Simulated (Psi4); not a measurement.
# SiCNF2 (SMILES N#C[Si](F)F): UB3LYP/aug-cc-pVDZ

Aim: the vertical ionisation energy of SiCNF2 at UB3LYP/aug-cc-pVDZ, from 2 runs. 

The calculation is run with Psi4 1.11.

## 1. Starting point

SiCNF2 has 5 atoms, charge 0, and is taken as a doublet. As SMILES, `N#C[Si](F)F`. The coordinates come from a PBE0-D4/def2-TZVP relaxation.

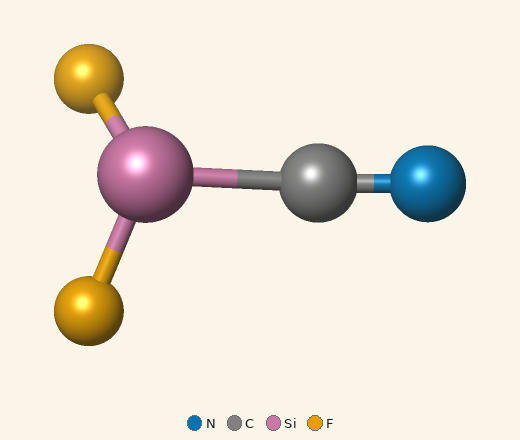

The structure, seen from a chosen angle (nitrogen blue, carbon grey, silicon pink, fluorine amber).

## 2. Energy and gradient at UB3LYP/aug-cc-pVDZ

job.py reads:

```python
import psi4

psi4.set_memory(1600000000)
psi4.set_num_threads(1)
psi4.core.set_output_file('run.log', False)

molecule = psi4.geometry("""
0 2
N      1.426100    -1.103800     1.364300
C      0.743000    -0.566400     0.607500
Si    -0.192800     0.214100    -0.773500
F     -1.655600    -0.382400    -0.757500
F     -0.270900     1.764900    -0.482300
symmetry c1
""")

psi4.set_options({
    'basis': 'aug-cc-pVDZ',
    'reference': 'uks',
    'puream': True,
    'e_convergence': 1e-09,
    'd_convergence': 1e-08,
    'scf_type': 'pk',
    'dft_radial_points': 99,
    'dft_spherical_points': 590,
    'maxiter': 100,
})

result, w = psi4.gradient("B3LYP", molecule=molecule, return_wfn=True)
print('gradient / Eh bohr^-1')
print(result.np.round(6))
print(f'energy = {w.energy():.10f} Eh')
for k, v in sorted(psi4.core.scalar_variables().items()):
    print(f'{k:45s} {v:18.10f}')
```

The run is started by

```sh
$ python job.py
```

run.log:

```text
[...]
  Running in c1 symmetry.
[...]
  Nuclear repulsion =  200.026103011271232
[...]
  Multiplicity = 2
[...]
  Nalpha       = 23
  Nbeta        = 22
[...]
    Number of basis functions: 119
[...]
   @UKS iter   1:  -581.81568755677472   -4.25483e-01   6.71944e-03 ADIIS/DIIS
[...]
   @UKS iter  16:  -582.13352562472915   -1.59162e-12   3.51002e-09 DIIS
[...]
   @S^2 Observed:                7.514666930E-01
[...]
    Orbital Energies [Eh]
    ---------------------
    Alpha Occupied:
       1A    -66.295352     2A    -24.757172     3A    -24.757169
       4A    -14.381667     5A    -10.245959     6A     -5.429730
       7A     -3.789635     8A     -3.789259     9A     -3.787473
      10A     -1.263809    11A     -1.245312    12A     -0.949300
      13A     -0.651321    14A     -0.562827    15A     -0.550737
      16A     -0.516611    17A     -0.487364    18A     -0.486866
      19A     -0.472390    20A     -0.406306    21A     -0.388416
      22A     -0.386185    23A     -0.287239
    Alpha Virtual:
      24A     -0.064178    25A     -0.060165    26A      0.005512
[...]
  @UKS Final Energy:  -582.13352562472915
   => Energetics <=
    Nuclear Repulsion Energy =            200.0261030112712319
    One-Electron Energy =               -1201.6269382217924431
    Two-Electron Energy =                 463.2143924496294858
    DFT Exchange-Correlation Energy =     -43.7470828638373348
    Empirical Dispersion Energy =           0.0000000000000000
    VV10 Nonlocal Energy =                  0.0000000000000000
    Total Energy =                       -582.1335256247290317
[...]
 Multipole Moments:
 ------------------------------------------------------------------------------------
     Multipole            Electronic (a.u.)      Nuclear  (a.u.)        Total (a.u.)
 ------------------------------------------------------------------------------------
 L = 1.  Multiply by 2.5417464519 to convert [e a0] to [Debye]
 Dipole X            :         -1.7499743            1.5428249           -0.2071494
 Dipole Y            :          1.3387980           -1.0932037            0.2455943
 Dipole Z            :         -1.6412242            0.7669656           -0.8742586
 Magnitude           :                                                    0.9314266
[...]
  -Total Gradient:
     Atom            X                  Y                   Z
    ------   -----------------  -----------------  -----------------
       1       -0.016520020303     0.012947612577    -0.017905983372
       2        0.012283050002    -0.009414312104     0.011632592780
       3       -0.032842008432     0.019465392781     0.013339700534
       4        0.034609538282     0.013451749039    -0.000324611880
       5        0.002435715884    -0.036431555843    -0.006719336413
[...]
```

The script printed:

```text
gradient / Eh bohr^-1
[[-0.01652   0.012948 -0.017906]
 [ 0.012283 -0.009414  0.011633]
 [-0.032842  0.019465  0.01334 ]
 [ 0.03461   0.013452 -0.000325]
 [ 0.002436 -0.036432 -0.006719]]
energy = -582.1335256247 Eh
CURRENT ENERGY                                   -582.1335256247
CURRENT REFERENCE ENERGY                         -582.1335256247
DD SOLVATION ENERGY                                 0.0000000000
DFT FUNCTIONAL TOTAL ENERGY                      -582.1335256247
DFT TOTAL ENERGY                                 -582.1335256247
DFT VV10 ENERGY                                     0.0000000000
DFT XC ENERGY                                     -43.7470828638
GRID ELECTRONS ALPHA                               22.9999978313
GRID ELECTRONS BETA                                21.9999979272
GRID ELECTRONS TOTAL                               44.9999957586
NUCLEAR REPULSION ENERGY                          200.0261030113
ONE-ELECTRON ENERGY                             -1201.6269382218
PCM POLARIZATION ENERGY                             0.0000000000
PE ENERGY                                           0.0000000000
SCF ITERATION ENERGY                             -582.1335256247
SCF ITERATIONS                                     16.0000000000
SCF TOTAL ENERGY                                 -582.1335256247
TWO-ELECTRON ENERGY                               463.2143924496
XC GRID RADIAL POINTS                              99.0000000000
XC GRID SPHERICAL POINTS                          590.0000000000
XC GRID TOTAL POINTS                           284142.0000000000
```

It took 44 s on 1 thread of Intel Xeon 6975P-C (Granite Rapids), shared host; peak memory 0.79 GiB.

## 3. The singlet cation, same level

cf2nsi.dat reads:

```
memory 1600 MB

molecule {
  1 1
  N      1.426100    -1.103800     1.364300
  C      0.743000    -0.566400     0.607500
  Si    -0.192800     0.214100    -0.773500
  F     -1.655600    -0.382400    -0.757500
  F     -0.270900     1.764900    -0.482300
  units angstrom
  symmetry c1
}

set {
  basis aug-cc-pVDZ
  reference rks
  puream true
  e_convergence 1e-09
  d_convergence 1e-08
  scf_type pk
  dft_radial_points 99
  dft_spherical_points 590
}

result, w = gradient('b3lyp', return_wfn=True)
oeprop(w, 'DIPOLE', 'QUADRUPOLE', 'LOWDIN_CHARGES')
print_variables()
```

The run is started by

```sh
$ psi4 -i cf2nsi.dat -o cf2nsi.out -n 1
```

cf2nsi.out:

```text
[...]
  Running in c1 symmetry.
[...]
  Nuclear repulsion =  200.026103011271232
[...]
  Multiplicity = 1
[...]
  Nalpha       = 22
  Nbeta        = 22
[...]
    Number of basis functions: 119
[...]
   @RKS iter   1:  -581.47562361474797   -8.54190e-02   6.21056e-03 ADIIS/DIIS
[...]
   @RKS iter  13:  -581.74586868545725   -2.84217e-12   6.47411e-09 DIIS
[...]
    Orbital Energies [Eh]
    ---------------------
    Doubly Occupied:
       1A    -66.626134     2A    -25.018357     3A    -25.018354
       4A    -14.627476     5A    -10.492788     6A     -5.751454
       7A     -4.114023     8A     -4.110115     9A     -4.108243
      10A     -1.513595    11A     -1.494264    12A     -1.181613
      13A     -0.901102    14A     -0.807944    15A     -0.794865
      16A     -0.759427    17A     -0.730296    18A     -0.728104
      19A     -0.716007    20A     -0.623981    21A     -0.611594
      22A     -0.611431
[...]
  @RKS Final Energy:  -581.74586868545725
   => Energetics <=
    Nuclear Repulsion Energy =            200.0261030112712319
    One-Electron Energy =               -1189.7678430726161878
    Two-Electron Energy =                 451.4300365082015105
    DFT Exchange-Correlation Energy =     -43.4341651323138294
    Empirical Dispersion Energy =           0.0000000000000000
    VV10 Nonlocal Energy =                  0.0000000000000000
    Total Energy =                       -581.7458686854572534
[...]
  -Total Gradient:
     Atom            X                  Y                   Z
    ------   -----------------  -----------------  -----------------
       1       -0.020694121318     0.017004269460    -0.028565757944
       2        0.011911128126    -0.015022633899     0.057268953078
       3        0.019090756599    -0.002526443080    -0.076364721471
       4       -0.000774517638     0.007093937116     0.024717122084
       5       -0.009567242066    -0.006530466366     0.022969877405
[...]
 Multipole Moments:
 ------------------------------------------------------------------------------------
     Multipole            Electronic (a.u.)      Nuclear  (a.u.)        Total (a.u.)
 ------------------------------------------------------------------------------------
 L = 1.  Multiply by 2.5417464519 to convert [e a0] to [Debye]
 Dipole X            :         -1.1319384            1.5428249            0.4108865
 Dipole Y            :          1.0318517           -1.0932037           -0.0613520
 Dipole Z            :         -2.3557902            0.7669656           -1.5888245
 Magnitude           :                                                    1.6422409
 L = 2.  Multiply by 1.3450342976 to convert [e a0^2] to [Debye ang]
 Quadrupole XX       :       -174.3598985          152.5461821          -21.8137164
 Quadrupole XY       :         43.4584618          -43.5695687           -0.1111068
[...]
```

It took 33 s on 1 thread of Intel Xeon 6975P-C (Granite Rapids), shared host; peak memory 0.79 GiB.

## 4. Outcome

At UB3LYP/aug-cc-pVDZ:

| quantity | value |
| --- | --- |
| doublet SiCNF2: total energy | -582.13353 Eh |
| doublet SiCNF2: dipole moment | 2.37 D |
| doublet SiCNF2: HOMO energy (highest over α and β) | -7.82 eV |
| doublet SiCNF2: LUMO energy (lowest over α and β) | -4.39 eV |
| doublet SiCNF2: ⟨S²⟩ | 0.751 |
| doublet SiCNF2: largest force on an atom | 2.080 eV/Å |
| singlet cation: total energy | -581.74587 Eh |
| singlet cation: HOMO energy | -16.64 eV |
| singlet cation: LUMO energy | -13.07 eV |
| singlet cation: HOMO–LUMO gap | 3.57 eV |
| singlet cation: largest force on an atom | 4.050 eV/Å |
| vertical ionisation energy (to the singlet cation) | 10.549 eV |

What this shows: Removing an electron at fixed nuclei costs 10.55 eV (243 kcal/mol). The largest force (doublet SiCNF2) is 2.08 eV/Å: the shape isn't a stationary point for this species at this level. Only the singlet of the ionised species was computed; a triplet could lie lower.
